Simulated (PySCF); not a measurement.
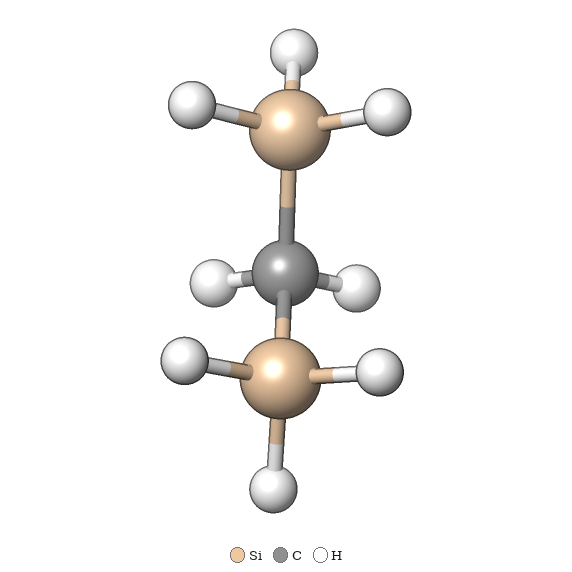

The computed structure is the end point of a PBE0-D3(BJ)/def2-SVP optimisation. No frequency run is at hand to confirm it as a minimum. Program: PySCF 2.14.0.

Compare dipole (D), HOMO–LUMO gap (eV), HOMO energy (eV) at these levels: PBE0/6-311+G(2d,p); PBE0/6-31G*; PBE0/IGLO-III; PBE0/aug-cc-pVDZ; PBE0/cc-pVDZ; PBE0/cc-pVTZ; PBE0/def2-SVP; PBE0/def2-TZVP; PBE0/pcSseg-0.

```
             level  dipole (D)  HOMO–LUMO gap (eV)  HOMO energy (eV)
PBE0/6-311+G(2d,p)        0.88                8.63             −8.81
       PBE0/6-31G*        0.88                9.44             −8.71
     PBE0/IGLO-III        0.86                8.99             −8.79
  PBE0/aug-cc-pVDZ        0.85                8.51             −8.77
      PBE0/cc-pVDZ        0.87                9.46             −8.73
      PBE0/cc-pVTZ        0.87                9.12             −8.79
     PBE0/def2-SVP        0.84                9.50             −8.81
    PBE0/def2-TZVP        0.88                9.02             −8.79
     PBE0/pcSseg-0        0.62                9.80             −9.12
```
